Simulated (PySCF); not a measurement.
**TaN2H4SCl (SMILES [NH2][Ta]([NH2])(=[S])[Cl]) at 5 levels**

Wanted: a comparison of 5 runs (HF/def2-SVP, PBE0/def2-SVP, SVWN5/def2-SVP, TPSSh/def2-SVP, MP2/def2-SVP) of TaN2H4SCl. The job is set up through a Python script.

The results are computed with PySCF 2.14.0.

## Step 1: The system as given

The species is TaN2H4SCl (9 atoms), meant as a singlet with charge 0. SMILES: `[NH2][Ta]([NH2])(=[S])[Cl]`. Geometry: relaxed at PBE0-D4/def2-TZVP. This is one conformer, not always the lowest.

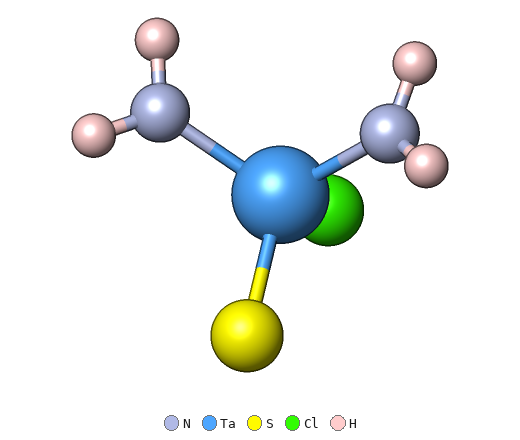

Viewed from a chosen angle; nitrogen light blue, tantalum blue, sulfur yellow, chlorine green, hydrogen pink.

## Step 2: Energy and gradient at HF/def2-SVP (core potential) (run 1)

Input file geometry.xyz:

```xyz
9
ClH4N2STa
N     -0.948900    -0.584000    -1.267800
Ta     0.575000     0.090200    -0.233800
N      0.075200     0.407000     1.636000
S      2.107300    -1.428100    -0.256000
Cl     1.275200     2.091700    -1.163800
H     -1.849000    -0.127200    -1.326800
H     -0.965100    -1.458300    -1.771900
H     -0.699500     0.985200     1.932500
H      0.518400    -0.022700     2.434600
```

Input file input.py:

```python
import pyscf.grad
from pyscf import gto, scf

mol = gto.Mole()
mol.atom = 'geometry.xyz'
mol.verbose = 4
mol.ecp = {'Ta': 'def2-svp'}
mol.max_memory = 1860
mol.basis = 'def2-svp'
mol.build()

mf = scf.RHF(mol)
mf.conv_tol = 1e-10
mf.kernel()
if not mf.converged:
    mf = mf.newton().run(mf.mo_coeff, mf.mo_occ)

e_final = mf.e_tot
print('E = %.10f Eh' % e_final)
grad = mf.Gradients().kernel()
dip = mf.dip_moment()
pop, q = mf.mulliken_pop()
```

The run is started by

```bash
$ OMP_NUM_THREADS=1 python input.py
```

The log of the run:

```text
PySCF version 2.14.0

[... 71 lines left out ...]
converged SCF energy = -1024.48630449176
[... 12 lines left out ...]
Dipole moment(X, Y, Z, Debye): -4.80618,  0.58084,  1.49635
[... 87 lines left out ...]
pop of  4 Cl 3py          0.67725
pop of  4 Cl 3pz          0.70567
pop of  4 Cl 4px          1.14821
pop of  4 Cl 4py          1.06931
pop of  4 Cl 4pz          1.14185
pop of  4 Cl 3dxy         0.00385
pop of  4 Cl 3dyz         0.00450
pop of  4 Cl 3dz^2        0.00204
pop of  4 Cl 3dxz         0.00123
pop of  4 Cl 3dx2-y2      0.00433
pop of  5 H 1s            0.69859
pop of  5 H 2s            0.08089
pop of  5 H 2px           0.02386
pop of  5 H 2py           0.01386
pop of  5 H 2pz           0.01076
pop of  6 H 1s            0.69038
pop of  6 H 2s            0.07069
pop of  6 H 2px           0.00828
pop of  6 H 2py           0.02488
pop of  6 H 2pz           0.01514
pop of  7 H 1s            0.69858
pop of  7 H 2s            0.08091
pop of  7 H 2px           0.02159
pop of  7 H 2py           0.01741
pop of  7 H 2pz           0.00948
pop of  8 H 1s            0.69037
pop of  8 H 2s            0.07071
pop of  8 H 2px           0.01427
pop of  8 H 2py           0.01443
pop of  8 H 2pz           0.01960
 ** Mulliken atomic charges  **
charge of    0N =     -0.60543
charge of    1Ta =      1.22138
charge of    2N =     -0.60549
charge of    3S =     -0.37023
charge of    4Cl =     -0.36555
charge of    5H =      0.17203
charge of    6H =      0.19063
charge of    7H =      0.17203
charge of    8H =      0.19063
```

Wall time 45 s (1 thread of Intel Xeon at 2.50GHz (Skylake/Cascade Lake), shared host); peak memory 0.29 GiB.

## Step 3: Energy and forces at PBE0/def2-SVP (core potential) (run 2)

Input file run.py:

```python
import pyscf.grad
from pyscf import gto, dft

molecule = gto.M(
    atom='''
N   -0.948900  -0.584000  -1.267800
Ta   0.575000   0.090200  -0.233800
N    0.075200   0.407000   1.636000
S    2.107300  -1.428100  -0.256000
Cl   1.275200   2.091700  -1.163800
H   -1.849000  -0.127200  -1.326800
H   -0.965100  -1.458300  -1.771900
H   -0.699500   0.985200   1.932500
H    0.518400  -0.022700   2.434600
''',
    verbose=4,
    max_memory=1860,
    basis='def2-svp',
    ecp={'Ta': 'def2-svp'},
)

calc0 = dft.RKS(molecule, xc='pbe0')
calc0.grids.level = 5
calc0.conv_tol = 1e-10
calc0.kernel()
if not calc0.converged:
    calc0 = calc0.newton().run(calc0.mo_coeff, calc0.mo_occ)

e_final = calc0.e_tot
print(f'total energy: {e_final:.8f} hartree')
grad = calc0.Gradients().kernel()
dip = calc0.dip_moment()
pop, q = calc0.mulliken_pop()
```

The run is started by

```bash
$ OMP_NUM_THREADS=1 python run.py
```

The log of the run:

```text
PySCF version 2.14.0

[... 80 lines left out ...]
converged SCF energy = -1026.75076143137
total energy: -1026.75076143 hartree
[... 12 lines left out ...]
Dipole moment(X, Y, Z, Debye): -4.50598,  0.25476,  1.50187
[... 87 lines left out ...]
pop of  4 Cl 3py          0.69122
pop of  4 Cl 3pz          0.72177
pop of  4 Cl 4px          1.10692
pop of  4 Cl 4py          1.02437
pop of  4 Cl 4pz          1.09879
pop of  4 Cl 3dxy         0.00378
pop of  4 Cl 3dyz         0.00402
pop of  4 Cl 3dz^2        0.00200
pop of  4 Cl 3dxz         0.00120
pop of  4 Cl 3dx2-y2      0.00382
pop of  5 H 1s            0.70366
pop of  5 H 2s            0.08794
pop of  5 H 2px           0.02105
pop of  5 H 2py           0.01431
pop of  5 H 2pz           0.01193
pop of  6 H 1s            0.69738
pop of  6 H 2s            0.08007
pop of  6 H 2px           0.01006
pop of  6 H 2py           0.02203
pop of  6 H 2pz           0.01494
pop of  7 H 1s            0.70364
pop of  7 H 2s            0.08795
pop of  7 H 2px           0.01975
pop of  7 H 2py           0.01680
pop of  7 H 2pz           0.01075
pop of  8 H 1s            0.69737
pop of  8 H 2s            0.08008
pop of  8 H 2px           0.01461
pop of  8 H 2py           0.01464
pop of  8 H 2pz           0.01778
 ** Mulliken atomic charges  **
charge of    0N =     -0.44537
charge of    1Ta =      0.74594
charge of    2N =     -0.44543
charge of    3S =     -0.25981
charge of    4Cl =     -0.26855
charge of    5H =      0.16110
charge of    6H =      0.17551
charge of    7H =      0.16110
charge of    8H =      0.17551
```

It took 2.1 min on 1 thread of Intel Xeon at 2.50GHz (Skylake/Cascade Lake), shared host; peak memory 1.2 GiB.

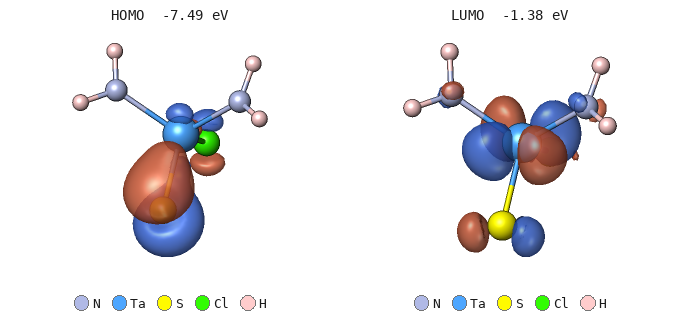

Frontier orbitals of this run, surfaces at ±0.2 Å^-3/2.

Runs 3 to 4 aren't shown in full; the table further down has their settings and results.

## Step 4: Energy and forces at MP2/def2-SVP (core potential) (run 5)

Input file job.py:

```python
from pyscf import gto, scf, mp

mol = gto.M(
    atom='''
N     -1.793161    -1.103600    -2.395795
Ta     1.086593     0.170453    -0.441818
N      0.142107     0.769119     3.091592
S      3.982220    -2.698718    -0.483770
Cl     2.409779     3.952740    -2.199263
H     -3.494104    -0.240373    -2.507289
H     -1.823775    -2.755788    -3.348406
H     -1.321863     1.861758     3.651896
H      0.979634    -0.042897     4.600727
''',
    unit='bohr',
    ecp={'Ta': 'def2-svp'},
    max_memory=1860,
    verbose=4,
    basis='def2-svp',
)

hf = scf.RHF(mol)
hf.conv_tol = 1e-10
hf.kernel()
if not hf.converged:
    hf = hf.newton().run(hf.mo_coeff, hf.mo_occ)

pt = mp.MP2(hf, frozen=12).run()
etot = pt.e_tot
print('E(%s) = %.9f' % ('MP2', etot))
grad = pt.nuc_grad_method().kernel()
hf.analyze()
```

The run is started by

```bash
$ OMP_NUM_THREADS=1 python job.py
```

The log of the run:

```text
PySCF version 2.14.0

[... 88 lines left out ...]
Total Energy =                       -1024.486304495723516
[... 12 lines left out ...]
MO #6   energy= -8.91690826416593  occ= 2
[... 10 lines left out ...]
MO #17  energy= -1.12861060854464  occ= 2
[... 10 lines left out ...]
MO #28  energy= -0.450562547718516 occ= 2
[... 10 lines left out ...]
MO #39  energy= 0.147595276925649  occ= 0
[... 10 lines left out ...]
MO #50  energy= 0.408940367684224  occ= 0
[... 10 lines left out ...]
MO #61  energy= 0.873825799518059  occ= 0
[... 10 lines left out ...]
MO #72  energy= 1.07218429028259   occ= 0
[... 10 lines left out ...]
MO #83  energy= 1.38400618103413   occ= 0
[... 10 lines left out ...]
MO #94  energy= 1.82933597383856   occ= 0
[... 10 lines left out ...]
MO #105 energy= 2.80446187093758   occ= 0
[... 10 lines left out ...]
MO #116 energy= 642.894986581607   occ= 0
[... 89 lines left out ...]
pop of  4 Cl 3pz          1.89182
pop of  4 Cl 4px          0.00542
pop of  4 Cl 4py          0.00355
pop of  4 Cl 4pz          0.00478
pop of  4 Cl 3dxy         0.00414
pop of  4 Cl 3dyz         0.00436
pop of  4 Cl 3dz^2        0.00233
pop of  4 Cl 3dxz         0.00154
pop of  4 Cl 3dx2-y2      0.00418
pop of  5 H 1s            0.77094
pop of  5 H 2s            0.01597
pop of  5 H 2px           0.00194
pop of  5 H 2py           0.00087
pop of  5 H 2pz           0.00090
pop of  6 H 1s            0.75362
pop of  6 H 2s            0.01874
pop of  6 H 2px           0.00063
pop of  6 H 2py           0.00177
pop of  6 H 2pz           0.00117
pop of  7 H 1s            0.77095
pop of  7 H 2s            0.01586
pop of  7 H 2px           0.00165
pop of  7 H 2py           0.00135
pop of  7 H 2pz           0.00077
pop of  8 H 1s            0.75366
pop of  8 H 2s            0.01865
pop of  8 H 2px           0.00104
pop of  8 H 2py           0.00113
pop of  8 H 2pz           0.00149
 ** Mulliken atomic charges  **
charge of    0N =     -0.70991
charge of    1Ta =      1.70365
charge of    2N =     -0.70569
charge of    3S =     -0.71185
charge of    4Cl =     -0.44310
charge of    5H =      0.20938
charge of    6H =      0.22408
charge of    7H =      0.20942
charge of    8H =      0.22402
Dipole moment(X, Y, Z, Debye): -4.80618,  0.58085,  1.49634
```

It took 83 s on 1 thread of Intel Xeon at 2.50GHz (Skylake/Cascade Lake), shared host; peak memory 1.7 GiB.

## Step 5: The series

```
run                            level  integration grid  frozen core orbitals   energy (Eh)  dipole moment (D) of the reference  HOMO energy (eV)  LUMO energy (eV)  wall time
  1     HF/def2-SVP (core potential)                 –                     –  -1024.486304                                5.07             -9.99              2.01       45 s
  2   PBE0/def2-SVP (core potential)                 5                     –  -1026.750761                                4.76             -7.49             -1.38    2.1 min
  3  SVWN5/def2-SVP (core potential)                 5                     –  -1023.333066                                4.61             -6.40             -2.23       72 s
  4  TPSSh/def2-SVP (core potential)                 5                     –  -1027.213465                                4.79             -6.89             -1.80    2.5 min
  5    MP2/def2-SVP (core potential)                 –                    12  -1025.394127                                5.07             -9.99              2.01       83 s
```

## Step 6: Outcome

| quantity | value |
| --- | --- |
| run 5: total energy | -1025.39413 Eh |
| run 5: dipole moment (Hartree–Fock density) | 5.07 D |
| run 5: HOMO energy (Hartree–Fock orbitals) | -9.99 eV |
| run 5: LUMO energy (Hartree–Fock orbitals) | 2.01 eV |
| run 5: HOMO–LUMO gap (Hartree–Fock orbitals) | 12.01 eV |
| run 5: correlation energy (12 core orbitals frozen) | -907.8 mEh |
| run 5: largest force on an atom | 0.458 eV/Å |

What this shows: Over runs 1, 2, 3, 4 the dipole moment (its size) runs from 4.61 D (SVWN5/def2-SVP) to 5.07 D (HF/def2-SVP). Over runs 1, 2, 3, 4 the HOMO–LUMO gap runs from 4.17 eV (SVWN5/def2-SVP) to 12.01 eV (HF/def2-SVP). Exact exchange widens orbital gaps. Totals of different functionals can't be ranked against each other. All runs together took 8 min, the longest 2.5 min.
